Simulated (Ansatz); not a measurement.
## Frozen-phonon scan for GaN (zinc blende)

GaN (zinc blende)

```xyz
4
Lattice="0.0000 4.4982 4.4982 2.2491 2.2491 4.4982 2.2491 2.2491 0.0000" Properties=species:S:1:pos:R:3 pbc="T T T"
N      3.3736     3.3736     3.3736
N      3.3736     5.6227     5.6227
Ga     0.0000     0.0000     0.0000
Ga     2.2491     4.4982     2.2491
```

The atoms are displaced by Q × the pattern below (from a DFPT mode at X = (0.5, 0.5, 0.0), largest move 1; Q in Å), at fixed cell. (q is in reciprocal vectors of the primitive cell; the cell shown is doubled to hold the pattern.)

| atom | x | y | z |
|---|---|---|---|
| N1 | 0.000 | 0.000 | -1.000 |
| N2 | 0.000 | 0.000 | 1.000 |

Atoms not listed stay in place.

The numbers are results of r2SCAN (plane waves to 500 eV, PAW, scalar-relativistic; Ansatz, a program for electronic structure), not measurements. k mesh 13×13×13 (Γ-centred), Fermi-Dirac smearing 0.05 eV. E stands for the smeared free energy. Compression counts positive. GaN was relaxed with its symmetry unable to fall. The PAW data are Ansatz's earlier set. ΔE is measured from the undisplaced structure.

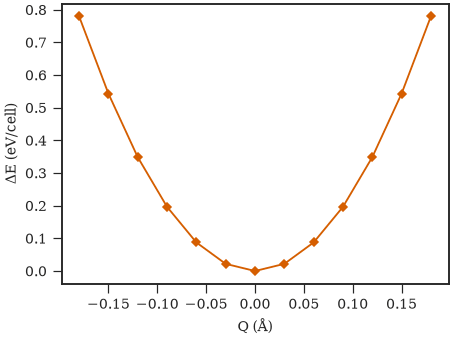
Figure. ΔE (eV/cell) against Q (Å); markers are the computed points, lines only join them.

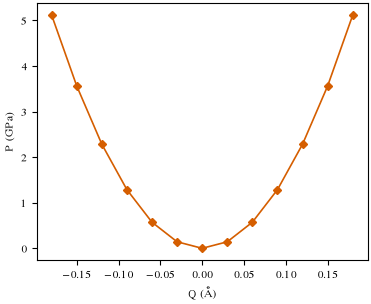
Figure: P (GPa) against Q (Å); markers are the computed points, lines only join them.

The energy at Q = 0.180 Å is 780 meV/cell. Symmetry of the curve: even: the same for both signs. Space group of the distorted cell: P-4m2 (No. 115), lowered from F-43m. Harmonic wavenumber from the curvature (finite differences): 687 cm⁻¹. Shape of the curve: a single well with its minimum at or next to zero displacement.

E″ = 48.64 eV/Å², M = Σ mᵢ|uᵢ|² = 28.0 u, ν̃ = 521.5·√(|E″|/M).

(For displaced atoms, the force is minus the slope of the energy, and its curvature is a force constant, which sets phonon frequencies.)
